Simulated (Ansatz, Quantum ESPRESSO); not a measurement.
# KCdF3 (Pm-3m): zone-centre phonons, part 3 of 3

Which modes does KCdF3 (Pm-3m) have at the zone centre?

Quantum ESPRESSO 7.5; DFT LDA, scalar-relativistic, plane waves, JTH PAW pseudopotentials.

So far, lowest optical zone-centre mode (cm⁻¹): step 6 (modes with the sum rule) -55.1. The relaxed cell has a = 4.292 Å (conventional setting).

## 8. Sum rules set otherwise (asr crystal)

The rule can be imposed in more than one way; the choices should agree where the raw error is small.

The input, dynmat.in:

```
&INPUT
  fildyn = 'g.dyn'
  asr    = 'crystal'
  fileig = 'dynmat.eig'
  lperm  = .true.
/
```

Command:

```bash
dynmat.x -in dynmat.in > dynmat.out
```

Output:

```text
[banner, memory and clock lines left out]
Program DYNMAT v.7.5

     Reading Dynamical Matrix from file g.dyn
     ...Force constants read
     ...epsilon and Z* read
     Acoustic Sum Rule: || Z*(ASR) - Z*(orig)|| =    7.249730E-03
     Acoustic Sum Rule: ||dyn(ASR) - dyn(orig)||=    1.350460E-05
     A direction for q was not specified:TO-LO splitting will be absent

     Polarizability (A^3 units)
     multiply by 0.683236 for Clausius-Mossotti correction
         8.751054    0.000000    0.000000
         0.000000    8.751054    0.000000
         0.000000    0.000000    8.751054

     IR activities are in (D/A)^2/amu units

# mode   [cm-1]    [THz]      IR
    1    -55.16   -1.6538    2.9021
    2    -55.16   -1.6538    2.9021
    3    -55.16   -1.6538    2.9021
    4    -49.42   -1.4817    0.0000
    5    -49.42   -1.4817    0.0000
    6    -49.42   -1.4817    0.0000
    7     -0.00   -0.0000    0.0000
    8     -0.00   -0.0000    0.0000
    9      0.00    0.0000    0.0000
   10    116.48    3.4920    0.5258
   11    116.48    3.4920    0.5258
   12    116.48    3.4920    0.5258
   13    482.04   14.4513    3.9304
   14    482.04   14.4513    3.9304
   15    482.04   14.4513    3.9304

Electronic dielectric permittivity tensor (relative, adimensional)
         2.390870    0.000000    0.000000
         0.000000    2.390870    0.000000
         0.000000    0.000000    2.390870

 ... with zone-center polar mode contributions
         3.892443    0.000000    0.000000
         0.000000    3.892443   -0.000000
         0.000000   -0.000000    3.892443

[end of the log left out, with the tail of the file of modes that dynmat.x writes under the same name]
```

Run time: 0.83 s. Hardware: 1 thread of AMD EPYC 7R43, shared host.

Read from the output:

* lowest optical zone-centre mode: -55.16 cm⁻¹

Zone-centre frequencies as printed; negative means imaginary. Modes:

```tsv
mode	frequency (cm⁻¹)
1	-55.16
2	-55.16
3	-55.16
4	-49.42
5	-49.42
6	-49.42
7	0
8	0
9	0
10	116.5
11	116.5
12	116.5
13	482
14	482
15	482
```

Against the first rule no mode moves by more than 0.1 cm⁻¹.

## 9. Modes along a direction of q (1 0 0)

A longitudinal polar mode sets up a macroscopic field that stiffens it; the term hangs on the direction from which q goes to zero.

The input, dynmat.in:

```
&INPUT
  fildyn = 'g.dyn'
  asr    = 'simple'
  fileig = 'dynmat.eig'
  q(1)   = 1.0
  q(2)   = 0.0
  q(3)   = 0.0
/
```

Command:

```bash
dynmat.x -in dynmat.in > dynmat.out
```

Output:

```text
[banner, memory and clock lines left out]
Program DYNMAT v.7.5

     Reading Dynamical Matrix from file g.dyn
     ...Force constants read
     ...epsilon and Z* read

     Polarizability (A^3 units)
     multiply by 0.683236 for Clausius-Mossotti correction
         8.751054    0.000000    0.000000
         0.000000    8.751054    0.000000
         0.000000    0.000000    8.751054

     IR activities are in (D/A)^2/amu units

# mode   [cm-1]    [THz]      IR
    1    -55.15   -1.6534    2.9022
    2    -55.15   -1.6534    2.9022
    3    -49.43   -1.4818    0.0000
    4    -49.43   -1.4818    0.0000
    5    -49.43   -1.4818    0.0000
    6     -0.00   -0.0000    0.0000
    7      0.00    0.0000    0.0000
    8      0.00    0.0000    0.0000
    9     97.05    2.9094    0.1594
   10    116.48    3.4920    0.5257
   11    116.48    3.4920    0.5257
   12    181.09    5.4290    2.0778
   13    482.04   14.4511    3.9304
   14    482.04   14.4511    3.9304
   15    532.63   15.9679    5.1211

[end of the log left out, with the tail of the file of modes that dynmat.x writes under the same name]
```

Wall time 0.79 s (1 thread).

This step gave:

- highest mode moved by the LO-TO term: 532.6 cm⁻¹

Zone-centre frequencies as printed; negative means imaginary. Modes:

```tsv
mode	frequency (cm⁻¹)
1	-55.15
2	-55.15
3	-49.43
4	-49.43
5	-49.43
6	0
7	0
8	0
9	97.05
10	116.5
11	116.5
12	181.1
13	482
14	482
15	532.6
```

The field moves 3 modes; the highest of them now lies at 533 cm⁻¹, where the highest that moved away lay at 482.

## 10. Cross-check with Ansatz

The same cell goes through another code, with its own cutoff. The potentials differ. Its k mesh is centred on Γ.

This step: DFT LDA, scalar-relativistic, plane waves, PseudoDojo norm-conserving pseudopotentials (Ansatz 0.2.0).

The input, input.yaml:

```yaml
crystal:
  lattice:
    - [4.292014551, 0.0, 0.0]
    - [0.0, 4.292014551, 0.0]
    - [0.0, 0.0, 4.292014551]
  atoms:
    - { symbol: K, position: [0.0, 0.0, 0.0] }
    - { symbol: Cd, position: [0.5, 0.5, 0.5] }
    - { symbol: F, position: [0.0, 0.5, 0.5] }
    - { symbol: F, position: [0.5, 0.0, 0.5] }
    - { symbol: F, position: [0.5, 0.5, 0.0] }
kpoints:
  mp_grid: { grid: [4, 4, 4] }
hamiltonian:
  xc: lda
  pseudopotentials: { kind: nc, accuracy: standard }
scf:
  occupations: { method: fixed }
output:
  eigenvalues: true
phonons:
  method: dfpt
  dielectric: true
  rigid_motions: translations
```

Command:

```bash
ansatz run input.yaml --threads 4 --pin off --max-ram 8192MiB --backend cpu --events-out ev --progress --plain --runs-dir out
```

Output:

```text
Engine: ansatz 0.2.0, x86_64-unknown-linux-gnu
Pseudopotentials: kind: nc
Pseudopotential: K, nc, valence charge 9, recommended cutoff 979.609905 eV (normal), K.nc.azcp (PseudoDojo's, or run here from an input of PseudoDojo's; its table is named by hamiltonian.pseudopotentials.accuracy)
Pseudopotential: Cd, nc, valence charge 20, recommended cutoff 1387.780699 eV (normal), Cd.nc.azcp (PseudoDojo's, or run here from an input of PseudoDojo's; its table is named by hamiltonian.pseudopotentials.accuracy)
Pseudopotential: F, nc, valence charge 7, recommended cutoff 1142.878222 eV (normal), F.nc.azcp (PseudoDojo's, or run here from an input of PseudoDojo's; its table is named by hamiltonian.pseudopotentials.accuracy)
Functional definition: SPW92
  exchange = slater_x
  correlation = pw_c
Crystal: 5 atoms, lattice volume = 79.065 Å³
Basis set: ecut = 1387.780699 eV, 9171 PW (Γ), exchange–correlation on 108×108×108 points (8 copies of the dense FFT grid, shifted against one another)
Bands: 30, of which v1, the nominal top of the filled ones, is band 25 counted from 1 (24 counted from 0)
Symmetry: 48 space group operations
k-points: 30 of 64 (irreducible under 2 space group operations, time reversal used)
Non-local potential: K, projectors of the file, l = 0: 2, l = 1: 2, l = 2: 2
Non-local potential: Cd, projectors of the file, l = 0: 2, l = 1: 2, l = 2: 2
Non-local potential: F, projectors of the file, l = 0: 2, l = 1: 2, l = 2: 1
Initial density: superposition of atomic densities (chi_scale 0.1, normalization cell, long waves kept (reshape's long-wave potential 0.00 eV rms))
Initial wavefunctions: pseudopotential atomic-orbital guess
Functional: x = slater, c = lda
SCF iter   1: F=—  HF=-7604.899490 eV  |F-HF|=—  |Δ(HF+E_count)|=         —  Δρ=2.15e-1  dr2=2.95e1  ethr=3.10e-3  ⟨swp⟩=7.0  Hψ=4489  notcnv=0  defer=81
preconditioner: auto → Resta (q_TF=auto, 2.528 Å⁻¹)  ε∞=4.0  [insulator: Δε(μ)=1.203 eV  Ē_g=15.220 eV  n_scr=18 (ndim 8)  ℏωp=26.4 eV  f_vac=0.051  ε∞_Penn≈4.0]
SCF iter   2: F=—  HF=-7596.088815 eV  |F-HF|=—  |Δ(HF+E_count)|=    8.81e0  Δρ=5.74e-2  dr2=1.76e0  ethr=3.10e-3  ⟨swp⟩=4.8  Hψ=2677  notcnv=0  defer=70
SCF iter   3: F=—  HF=-7595.484365 eV  |F-HF|=—  |Δ(HF+E_count)|=   6.04e-1  Δρ=2.22e-2  dr2=3.93e-1  ethr=3.10e-3  ⟨swp⟩=3.4  Hψ=1767  notcnv=0  defer=68
SCF iter   4: F=—  HF=-7595.329896 eV  |F-HF|=—  |Δ(HF+E_count)|=   1.54e-1  Δρ=1.03e-2  dr2=1.02e-1  ethr=7.85e-4  ⟨swp⟩=3.4  Hψ=1842  notcnv=0  defer=80
SCF iter   5: F=—  HF=-7595.286311 eV  |F-HF|=—  |Δ(HF+E_count)|=   4.36e-2  Δρ=2.15e-3  dr2=5.54e-3  ethr=2.04e-4  ⟨swp⟩=3.0  Hψ=2001  notcnv=0  defer=83
SCF iter   6: F=—  HF=-7595.284841 eV  |F-HF|=—  |Δ(HF+E_count)|=   1.47e-3  Δρ=4.98e-4  dr2=1.81e-4  ethr=1.11e-5  ⟨swp⟩=3.9  Hψ=1602  notcnv=0  defer=83
SCF iter   7: F=—  HF=-7595.284834 eV  |F-HF|=—  |Δ(HF+E_count)|=   7.45e-6  Δρ=6.13e-5  dr2=3.83e-6  ethr=3.61e-7  ⟨swp⟩=2.2  Hψ=1426  notcnv=0  defer=80
SCF iter   8: F=—  HF=-7595.285250 eV  |F-HF|=—  |Δ(HF+E_count)|=   4.16e-4  Δρ=2.18e-5  dr2=2.92e-7  ethr=7.66e-9  ⟨swp⟩=2.8  Hψ=1642  notcnv=0  defer=78
SCF iter   9: F=—  HF=-7595.285250 eV  |F-HF|=—  |Δ(HF+E_count)|=   6.14e-8  Δρ=3.57e-6  dr2=7.73e-9  ethr=5.85e-10  ⟨swp⟩=2.0  Hψ=1542  notcnv=0  defer=78
SCF iter  10: F=—  HF=-7595.285250 eV  |F-HF|=—  |Δ(HF+E_count)|=  3.63e-10  Δρ=5.25e-7  dr2=1.81e-10  ethr=1.55e-11  ⟨swp⟩=2.1  Hψ=1591  notcnv=0  defer=78
SCF iter  11: F=-7595.285250 eV  HF=-7595.285250 eV  |F-HF|=8.19e-12  |Δ(HF+E_count)|=  2.17e-10  Δρ=1.33e-7  dr2=5.95e-12  ethr=1.00e-12  ⟨swp⟩=17.5  Hψ=7554  notcnv=0
SCF 1 converged in 11 iterations: F = -7595.285250 eV  dr2 = 5.95e-12
DFPT response loops at Γ: preconditioner auto → none (the input reference at scf.mixing.eps_inf says where Resta's filter doesn't serve); β = 0.50; Broyden in place of MSR1
── the response to a field inside a basis, on 4×4×4 k-points: an SCF that follows is theirs, and a resumed run solves both again ──
Bands: 26, of which v1, the nominal top of the filled ones, is band 25 counted from 1 (24 counted from 0)
k-points: 4 of 64
Initial density: handed on by an earlier stage of this run
Initial wavefunctions: pseudopotential atomic-orbital guess (no wavefunctions were taken with the density)
Eigensolver: Dense (4 Hₖ)
SCF iter   1: F=—  HF=-7595.257364 eV  |F-HF|=—  |Δ(HF+E_count)|=         —  Δρ=3.68e-4  dr2=9.25e-6  ethr=1.00e-1
preconditioner: auto → Resta (q_TF=auto, 2.528 Å⁻¹)  ε∞=4.8  [insulator: Δε(μ)=3.999 eV  Ē_g=13.827 eV  n_scr=18 (ndim 8)  ℏωp=27.1 eV  f_vac=0.112  ε∞_Penn≈4.8]
SCF iter   2: F=—  HF=-7595.257370 eV  |F-HF|=—  |Δ(HF+E_count)|=   6.28e-6  Δρ=1.88e-4  dr2=2.44e-6  ethr=1.85e-8
SCF iter   3: F=—  HF=-7595.257373 eV  |F-HF|=—  |Δ(HF+E_count)|=   2.61e-6  Δρ=2.88e-5  dr2=2.24e-7  ethr=4.87e-9
SCF iter   4: F=-7595.257373 eV  HF=-7595.257373 eV  |F-HF|=9.57e-10  |Δ(HF+E_count)|=   2.54e-8  Δρ=4.07e-6  dr2=6.07e-9  ethr=4.48e-10
SCF 1 converged in 4 iterations: F = -7595.257373 eV  dr2 = 6.07e-9
DFPT response loops at Γ: mixed as the last ones told, above
SCF converged after 11 iterations
Free energy (F): -7595.285250 eV
Harris-Foulkes:  -7595.285250 eV  (|F-HF|=8.19e-12)
Internal energy: -7595.285250 eV  (E = F + TS)
E sigma→0 (E₀):  -7595.285250 eV
Fermi energy:    4.706184 eV
--- Per-component energies (eV) ---
  E_band       = -669.895834
  E_kinetic    = 3277.057522
  E_local      = -7966.547733  (includes V_loc(G=0)·N_el)
  E_nonlocal   = -2.584199
  E_hartree    = 2629.457849
  E_xc         = -1267.547459
  E_vxc        = -1236.737081  (∫ρ·V_xc dr)
  E_ewald      = -4265.121230
  E_smearing   = -0.000000  (= −TS)
  E_closure    = -0.000000  (closes the sum)
  Σ components = -7595.285250   (vs F -7595.285250, Δ=0.00e0)
--- Band table (eV; the first three rows and the last of 30) ---
  k-point 0: bands = [... 21 lower, 2.4301, 2.5083, 2.5083, 2.5083, 7.5505, 12.4536, 12.4536, 13.1980, ... 1 higher]
  k-point 1: bands = [... 21 lower, 2.4401, 2.5699, 2.6099, 2.6099, 8.5821, 12.4185, 12.8334, 13.7080, ... 1 higher]
  k-point 2: bands = [... 21 lower, 2.4183, 2.7469, 2.7469, 2.8688, 10.2920, 11.3379, 13.2466, 14.4177, ... 1 higher]
  k-point 29: bands = [... 21 lower, 2.9039, 2.9039, 4.7062, 4.7062, 12.0773, 12.0773, 12.0773, 13.7260, ... 1 higher]
--- Phonons (Γ-DFPT): 4 representative perturbations + reference, on 30 of 64 k-points (Σ response iterations 13) ---
  k mesh reduced under 2 symmetry operations, with k and −k counted as one. Each operation leaves every solved perturbation unchanged. A smaller set is not considered because the run solves the response to a homogeneous field
  ASR residual: 5.093e-4 → 0.000e0 eV/Å²; symmetrization residual: 1.564e-5 eV/Å²
  ASR residual per site (eV/Å²): 2.71e-5 5.09e-4 1.62e-4 1.62e-4 1.62e-4
  Γ frequencies (cm⁻¹): -60.68 -60.68 -60.68 -53.85 -53.85 -53.85 0.00 0.00 0.00 115.91 115.91 115.91 482.25 482.25 482.25
  ε∞ (high-frequency dielectric tensor):
        2.408879     0.000000     0.000000
        0.000000     2.408879     0.000000
        0.000000     0.000000     2.408879
  softest optical mode at Γ: -60.68 cm⁻¹; the repairs (sum rule, projections) moved no ω² at Γ by more than (2.38 cm⁻¹)²
  Born effective charges Z* (e; rows j = field, columns β = displacement):
    site 0:
         1.20039   -0.00000    0.00000
        -0.00000    1.20039    0.00000
        -0.00000    0.00000    1.20039
    site 1:
         2.29454   -0.00000    0.00000
         0.00000    2.29454    0.00000
         0.00000    0.00000    2.29454
    site 2:
        -1.75009    0.00000    0.00000
        -0.00000   -0.87242    0.00000
        -0.00000    0.00000   -0.87242
    site 3:
        -0.87242   -0.00000    0.00000
         0.00000   -1.75009    0.00000
        -0.00000    0.00000   -0.87242
    site 4:
        -0.87242   -0.00000   -0.00000
         0.00000   -0.87242    0.00000
         0.00000    0.00000   -1.75009
  Z* charge neutrality: 5.945e-4 e pre-enforcement
  solved inside a basis spanned on kpoints, on 4×4×4 k-points, its susceptibility summed on 8×8×8: ε∞ is read to err by 4.5e-3, Z* by 2.2e-2 e (field_mesh: kpoints solves on kpoints); Z* is corrected for what the basis lacks
  optical modes at Γ without the LO–TO term, one row a degenerate level:
      ω (cm⁻¹)  modes    IR ((D/Å)²/amu)
        -60.68      3             8.7384
        -53.85      3             0.0000
        115.91      3             1.4801
        482.25      3            12.2774
  optical modes at Γ + LO–TO along q̂ = [1.0000, 0.0000, 0.0000]:
      ω (cm⁻¹)  modes    IR ((D/Å)²/amu)
        -60.68      2             5.8256
        -53.85      3             0.0000
         96.15      1             0.1748
        115.91      2             0.9867
        177.80      1             2.0279
        482.25      2             8.1850
        534.26      1             5.2959
  optical modes at Γ + LO–TO along q̂ = [0.0000, 1.0000, 0.0000]:
      ω (cm⁻¹)  modes    IR ((D/Å)²/amu)
        -60.68      2             5.8256
        -53.85      3             0.0000
         96.15      1             0.1748
        115.91      2             0.9867
        177.80      1             2.0279
        482.25      2             8.1850
        534.26      1             5.2959
  optical modes at Γ + LO–TO along q̂ = [0.0000, 0.0000, 1.0000]:
      ω (cm⁻¹)  modes    IR ((D/Å)²/amu)
        -60.68      2             5.8256
        -53.85      3             0.0000
         96.15      1             0.1748
        115.91      2             0.9867
        177.80      1             2.0279
        482.25      2             8.1850
        534.26      1             5.2959
```

The job ended after 75 s (4 threads; peak memory 1.9 GiB).

Read from the output:

* gap on the k-mesh: 2.844 eV
* sum-rule residual before enforcement: 5.09e-4 eV/Å²
* miss of the charge sum rule: 5.95e-4 e
* estimated error of the dielectric tensor: 0.004522
* estimated error of the Born charges: 0.02232 e
* highest optical zone-centre mode (no LO-TO term): 482.2 cm⁻¹
* lowest optical zone-centre mode: -60.68 cm⁻¹
* mean high-frequency dielectric constant: 2.409
* largest Born charge in size (third of the trace): 2.295 e
* highest mode moved by the LO-TO term: 534.3 cm⁻¹

Transverse modes; imaginary modes left out. Infrared lines, with heights relative to the strongest:

```tsv
position (cm⁻¹)	label	IR intensity ((D/Å)²/amu), degenerate modes summed, relative
116	T1u	12
482	T1u	100
```

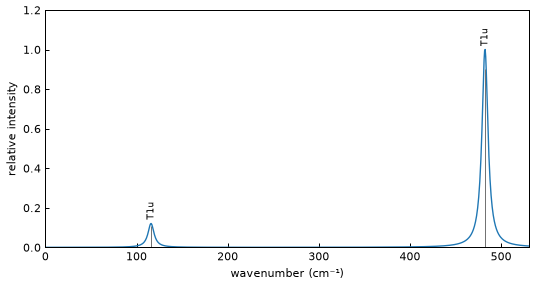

The infrared spectrum, broadened with Lorentzians of width 8 cm⁻¹; bars mark the lines.

## 11. The two compared: QE JTH and Ansatz, PseudoDojo

Worked out from the results:

```
root-mean-square difference : 3.55 cm⁻¹
largest difference          : 5.53 cm⁻¹
```

The 12 of 12 modes that differ most. Frequencies side by side:

```tsv
q (reciprocal lattice)	mode	QE JTH (cm⁻¹)	Ansatz, PseudoDojo (cm⁻¹)
0 0 0	1	-55.15	-60.68
0 0 0	2	-55.15	-60.68
0 0 0	3	-55.15	-60.68
0 0 0	4	-49.43	-53.85
0 0 0	5	-49.43	-53.85
0 0 0	6	-49.43	-53.85
0 0 0	10	116.5	115.9
0 0 0	11	116.5	115.9
0 0 0	12	116.5	115.9
0 0 0	13	482	482.2
0 0 0	14	482	482.2
0 0 0	15	482	482.2
```

The two runs side by side. Further quantities:

```tsv
quantity	QE JTH	Ansatz, PseudoDojo
mean ε∞	2.391	2.409
largest Born charge in size (e; the first before, the second after the charge sum rule)	2.28	2.295
```

At the zone centre the largest difference (acoustic modes at Γ apart) is 1 % of the highest mode, but 10 % of the mode at 55i cm⁻¹ on which it sits.

## 12. Summary of results

| Property | Result |
| --- | --- |
| space group after relaxation | Pm-3m |
| volume per atom | 15.8 Å³ |
| gap on the k-mesh | 2.77 eV |
| highest optical zone-centre mode (no LO-TO term) | 482.0 cm⁻¹ |
| lowest optical zone-centre mode | -55.1 cm⁻¹ |
| highest mode moved by the LO-TO term | 532.6 cm⁻¹ |
| mean high-frequency dielectric constant | 2.39 |
| largest Born charge in size (third of the trace) | 2.28 e |
| imaginary optical modes at the zone centre (no q mesh in this session) | yes |
| largest difference from Ansatz, PseudoDojo | 5.53 cm⁻¹ |

**Reading.** At the LDA level the optical modes of KCdF3 (Pm-3m) at the zone centre (no LO-TO term) run from 55i to 482 cm⁻¹, so the structure is a saddle point, with 6 modes beyond 10i cm⁻¹ there. Along the directions run, the highest mode that the macroscopic field moves lies at 533 cm⁻¹. Of the 12 optical modes, 9 are infrared active alone and 3 are silent. QE JTH and Ansatz, PseudoDojo differ by 3.5 cm⁻¹ in the root mean square and by 5.5 cm⁻¹ at most, 1.1 % of the highest mode compared (acoustic modes at Γ left out); the two use different potentials, and the cell was not relaxed for the second set. These are harmonic frequencies at zero temperature: anharmonic shifts and linewidths and thermal expansion are left out. The structure comes from a database and need not be the phase that is stable at ambient conditions.

[Host names and launcher messages were left out of these logs when they were recorded.]

[Logs are printed without paths, hosts, clocks, repeated set-up lines and the standing remarks that a program may print on its own settings, such as how far it seeks lower states.]

[Hosts, paths, dates, database ids (printed as entryN), source tags and the programs' standing remarks are cut or masked in the printed files.]
